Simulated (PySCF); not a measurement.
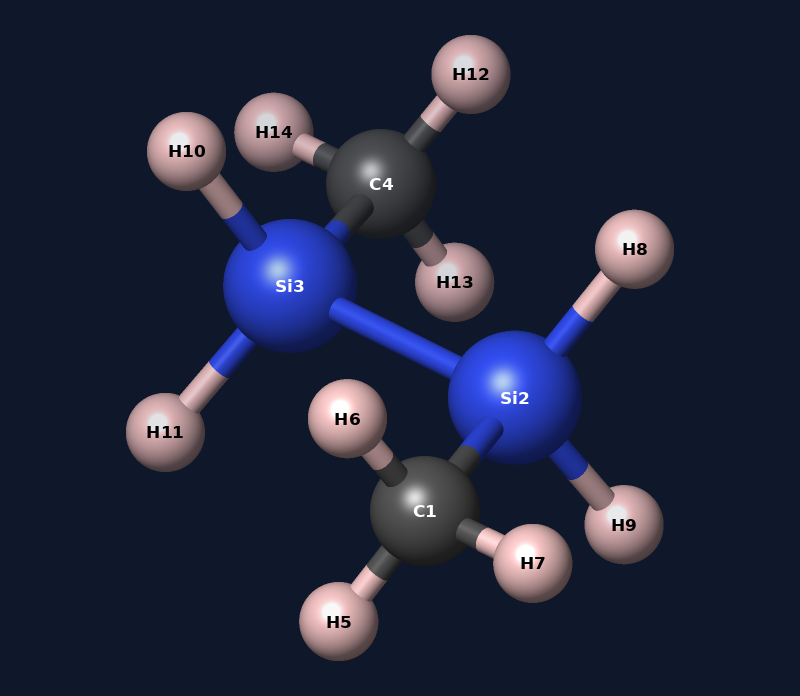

The computed structure is the end point of a PBE0-D3(BJ)/def2-SVP optimisation. No frequency run is at hand to confirm it as a minimum. Level of theory: B3LYP/6-31G* indirect spin-spin coupling, non-relativistic, gas phase (PySCF 2.14.0). Isotopes: 13C, 1H, 29Si.

Give the spin–spin coupling constants of these pairs, with the number of bonds between them: Si2/Si3, Si2/H9, Si3/H11, Si3/C4, Si2/H10, Si2/H7, Si3/H8, Si3/H9, Si3/H5.

| pair | bonds apart | J (Hz) |
| --- | --- | --- |
| Si2, Si3 | 1 | 71.6 |
| Si2, H9 | 1 | −165.3 |
| Si3, H11 | 1 | −165.7 |
| Si3, C4 | 1 | −50.7 |
| Si2, H10 | 2 | −6.5 |
| Si2, H7 | 2 | 6.7 |
| Si3, H8 | 2 | −6.6 |
| Si3, H9 | 2 | −6.4 |
| Si3, H5 | 3 | −0.6 |
